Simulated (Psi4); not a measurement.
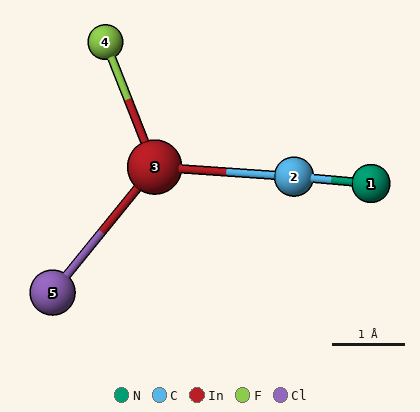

**Figure 1.** The structure as given in the input (ball-and-stick view, seen at an oblique angle; atoms are numbered from 1 in the order of the input). Sticks mark near contacts.

# CClFInN: single-point calculation

The run: single-point calculation of CClFInN, multiplicity 3. Method and program: CAM-B3LYP/def2-SVP, UKS (Psi4 1.11).

The run did not end well. The geometry is that of the parent species in another charge or spin state. The geometry comes from this level: PBE0-D4/def2-TZVP.

Input (cclfinn.dat)
```
memory 2200 mb

molecule m {
  0 3
  N     -1.392600     1.451400     1.648800
  C     -0.781900     0.784400     0.934900
  In     0.330400    -0.389600    -0.376400
  F      0.434400    -2.280900    -0.039700
  Cl     1.459700     0.361000    -2.209100
  symmetry c1
}

set globals {
  basis def2-SVP
  reference uks
  puream true
  e_convergence 1e-09
  d_convergence 1e-06
  scf_type pk
  dft_radial_points 99
  dft_spherical_points 590
  maxiter 150
  level_shift 0.3
  level_shift_cutoff 1e-09
}

e_tot, wfn = energy('cam-b3lyp', return_wfn=True)
oeprop(wfn, 'DIPOLE', 'MAYER_INDICES', 'LOWDIN_CHARGES', title='CAM-B3LYP')
print_variables()
```

Machine: 1 thread of Intel Xeon (Granite Rapids), 64 GiB of memory available, shared host.

Run as:
```bash
psi4 cclfinn.dat cclfinn.out -n 1
```

Output
```
Psi4 1.11 release

   => Loading Basis Set <=

    Name: DEF2-SVP
    Role: ORBITAL
    Keyword: BASIS

    !!!  WARNING: ECP capability is in beta. Please check occupations closely.  !!!

         ---------------------------------------------------------
                                   SCF
                              UKS Reference
                        1 Threads,   2098 MiB Core
         ---------------------------------------------------------

  ==> Geometry <==

    Molecular point group: c1
    Full point group: C1

    Geometry (in Angstrom), charge = 0, multiplicity = 3:

       Center              X                  Y                   Z               Mass
    ------------   -----------------  -----------------  -----------------  -----------------
         N           -1.743481226229     1.686112391339     2.094968229401    14.003074004430
         C           -1.132781226229     1.019112391339     1.381068229401    12.000000000000
         IN          -0.020481226229    -0.154887608661     0.069768229401   114.903878776000
         F            0.083518773771    -2.046187608661     0.406468229401    18.998403162730
         CL           1.108818773771     0.595712391339    -1.762931770599    34.968852682000

  Running in c1 symmetry.

  Rotational constants: A =      0.11708  B =      0.05603  C =      0.03790 [cm^-1]
  Rotational constants: A =   3509.84740  B =   1679.79351  C =   1136.07454 [MHz]
  Nuclear repulsion =  275.341192797407359

  Charge       = 0
  Multiplicity = 3
  Electrons    = 60
  Nalpha       = 31
  Nbeta        = 29

  ==> Algorithm <==

  SCF Algorithm Type is PK.
  DIIS enabled.
  MOM disabled.
  Fractional occupation disabled.
  Guess Type is SAD.
  Energy threshold   = 1.00e-09
  Density threshold  = 1.00e-06
  Integral threshold = 1.00e-12

  ==> Primary Basis <==

  Basis Set: DEF2-SVP
    Blend: DEF2-SVP
    Number of shells: 36
    Number of basis functions: 86
    Number of Cartesian functions: 92
    Spherical Harmonics?: true
    Max angular momentum: 2

  Core potential: DEF2-SVP
    Number of shells: 4
    Number of ECP primitives: 18
    Number of ECP core electrons: 28
    Max angular momentum: 3

  ==> DFT Potential <==

   => LibXC <=

    Version 7.1.2

   => Composite Functional: CAM-B3LYP <=

    CAM-B3LYP Hyb-GGA Exchange-Correlation Functional

    Deriv               =              1
    GGA                 =           TRUE
    Meta                =          FALSE

    Exchange Hybrid     =           TRUE
    MP2 Hybrid          =          FALSE

   => Exchange Functionals <=

    0.3500         Becke 88 [omega = 0.3300]
    0.4600   Short-range recipe for B88 functional - erf [omega = 0.3300]

   => Exact (HF) Exchange <=

    0.4600            HF,LR [omega = 0.3300]
    0.1900               HF

   => Correlation Functionals <=

    0.1900   Vosko, Wilk & Nusair (VWN5)
    0.8100   Lee, Yang & Parr

   => LibXC Density Thresholds  <==

    XC_HYB_GGA_XC_CAM_B3LYP:  1.00E-14

   => Molecular Quadrature <=

    Radial Scheme          =       TREUTLER
    Pruning Scheme         =           NONE
    Nuclear Scheme         =       TREUTLER

    Blocking Scheme        =         OCTREE
    BS radius alpha        =              1
    Pruning alpha          =              1
    Radial Points          =             99
    Spherical Points       =            590
    Total Points           =         279219
    Total Blocks           =           2128
    Max Points             =            256
    Max Functions          =             80
    Weights Tolerance      =       1.00E-15

  ==> Integral Setup <==

  Using in-core PK algorithm.
   Calculation information:
      Number of atoms:                   5
      Number of AO shells:              36
      Number of primitives:             77
      Number of atomic orbitals:        92
      Number of basis functions:        86

      Integral cutoff                 1.00e-12
      Number of threads:                 1

  Performing in-core PK
  Using 20998233 doubles for integral storage.
  We computed 171238 shell quartets total.
  Whereas there are 222111 unique shell quartets.

  Computing range-separated integrals for PK
  We computed 171238 wK shell quartets total.
  Whereas there are 222111 wK unique shell quartets.

  ==> DiskJK: Disk-Based J/K Matrices <==

    J tasked:                  Yes
    K tasked:                  Yes
    wK tasked:                 Yes
    Omega:               3.300E-01
    Memory [MiB]:             1104
    Schwarz Cutoff:          1E-12

  Cached 100.0% of DFT collocation blocks in 0.458 [GiB].

  Minimum eigenvalue in the overlap matrix is 2.8750467858E-03.
  Reciprocal condition number of the overlap matrix is 7.3218003364E-04.
    Using symmetric orthogonalization.

  ==> Pre-Iterations <==

  SCF Guess: Superposition of Atomic Densities via on-the-fly atomic UHF (no occupation information).

   -------------------------
    Irrep   Nso     Nmo
   -------------------------
     A         86      86
   -------------------------
    Total      86      86
   -------------------------

  ==> Iterations <==

                        Total Energy        Delta E     RMS |[F,P]|

   @UKS iter SAD:  -840.87293427909810   -8.40873e+02   0.00000e+00
   @UKS iter   1:  -842.02182852108979   -1.14889e+00   9.42530e-03 DIIS/ADIIS/SHIFT
   @UKS iter   2:  -841.92593269085251    9.58958e-02   1.17453e-02 DIIS/ADIIS/SHIFT
   @UKS iter   3:  -842.32438691013033   -3.98454e-01   5.28084e-03 DIIS/ADIIS/SHIFT
   @UKS iter   4:  -842.43198229542213   -1.07595e-01   2.60908e-03 DIIS/ADIIS/SHIFT
   @UKS iter   5:  -842.46354525940592   -3.15630e-02   8.44029e-04 DIIS/ADIIS/SHIFT
   @UKS iter   6:  -842.46900270866104   -5.45745e-03   2.90775e-04 DIIS/ADIIS/SHIFT
   @UKS iter   7:  -842.47018595769202   -1.18325e-03   1.54882e-04 DIIS/ADIIS/SHIFT
   @UKS iter   8:  -842.47067518486074   -4.89227e-04   1.19401e-04 DIIS/ADIIS/SHIFT
   @UKS iter   9:  -842.47100087034198   -3.25685e-04   8.53352e-05 DIIS/SHIFT
[... 131 lines of further cycles ...]
   @UKS iter 141:  -842.47202792658061   -1.16485e-08   1.22633e-06 DIIS/SHIFT
   @UKS iter 142:  -842.47202795772068   -3.11401e-08   1.17797e-06 DIIS/SHIFT
   @UKS iter 143:  -842.47202798378248   -2.60618e-08   1.18949e-06 DIIS/SHIFT
   @UKS iter 144:  -842.47202789919334    8.45891e-08   1.63552e-06 DIIS/SHIFT
   @UKS iter 145:  -842.47202784082992    5.83634e-08   1.60730e-06 DIIS/SHIFT
   @UKS iter 146:  -842.47202779035536    5.04746e-08   1.54975e-06 DIIS/SHIFT
   @UKS iter 147:  -842.47202767689794    1.13457e-07   1.99582e-06 DIIS/SHIFT
   @UKS iter 148:  -842.47202764644703    3.04509e-08   1.52990e-06 DIIS/SHIFT
   @UKS iter 149:  -842.47202763045789    1.59891e-08   1.36520e-06 DIIS/SHIFT
   @UKS iter 150:  -842.47202755299281    7.74651e-08   1.73290e-06 DIIS/SHIFT

PsiException: Could not converge SCF iterations in 150 iterations.

  Failed to converge.

psi4.driver.p4util.exceptions.SCFConvergenceError: Could not converge SCF iterations in 150 iterations.

Printing out the relevant lines from the Psithon --> Python processed input file:
    core.set_global_option("DFT_RADIAL_POINTS", 99)
    core.set_global_option("DFT_SPHERICAL_POINTS", 590)
    core.set_global_option("MAXITER", 150)
    core.set_global_option("LEVEL_SHIFT", 0.3)
    core.set_global_option("LEVEL_SHIFT_CUTOFF", 1e-09)
--> e_tot, wfn = energy('cam-b3lyp', return_wfn=True)
    oeprop(wfn, 'DIPOLE', 'MAYER_INDICES', 'LOWDIN_CHARGES', title='CAM-B3LYP')
    print_variables()

!-------------------------------------------------------!
!                                                       !
!  Could not converge SCF iterations in 150 iterations. !
!                                                       !
!-------------------------------------------------------!

    Psi4 run time: 0:02:03.95
```

What the run reported

| quantity | value |
| --- | --- |
| outcome | not converged |
| wall time | 2.1 min |
| peak memory | 0.85 GiB |

The run did not converge: “Could not converge SCF iterations in 150 iterations.” Its last values are not results. Further notes kept with the run: occupations held by overlap or a lasting level shift; may not be the lowest state.
